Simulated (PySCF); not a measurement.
C3H10Si, SMILES `C[SiH](C)C`.

Level of theory: ωB97X/def2-TZVP (PySCF), at a geometry from GFN2-xTB. No frequency check shows the geometry to be a minimum. A basis without diffuse functions makes polarisabilities too small.

Geometry (Å), atoms numbered from 1:

```
C1      -1.7164   -0.5252   -0.2334
Si2     -0.0001   -0.0001    0.4001
C3       1.3130   -1.2238   -0.2331
C4       0.4033    1.7490   -0.2331
H5      -1.9769   -1.5209    0.1128
H6      -1.7548   -0.5357   -1.3192
H7      -2.4894    0.1541    0.1130
H8      -0.0006   -0.0003    1.8754
H9       2.3055   -0.9517    0.1131
H10      1.3432   -1.2501   -1.3190
H11      1.1112   -2.2330    0.1130
H12      0.4135    1.7877   -1.3189
H13     -0.3286    2.4724    0.1132
H14      1.3781    2.0788    0.1134
```

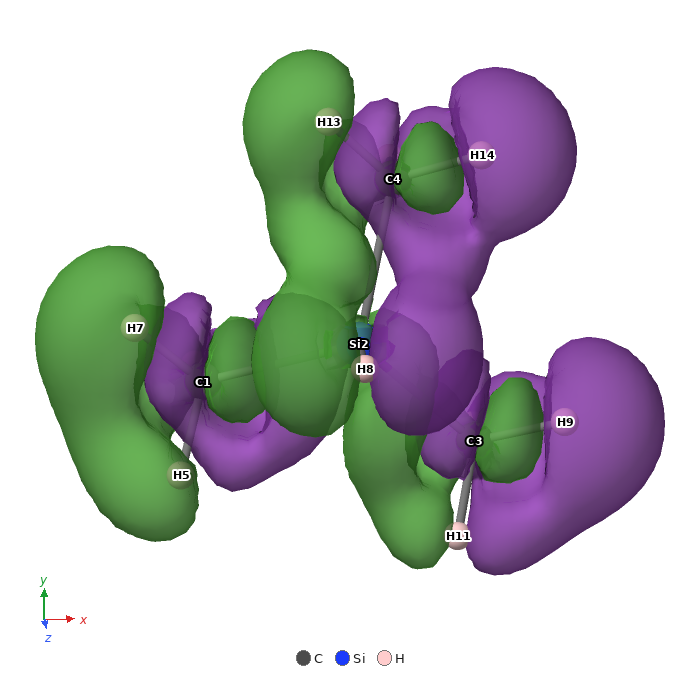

Change of the electron density in a uniform field of 0.21 V/Å, surfaces at ±0.001 e/Å³ (purple: gain, green: loss).

The field was applied in both directions; the picture shows the one opposite to the script's first.

> Along which Cartesian direction does the field point?

Along −x: electrons gather on the +x side, against the field.

> How large is the response?

The induced dipole is 0.66 D (along the field); α along this axis, from the fields in both directions, is 65 bohr³ (9.7 Å³).
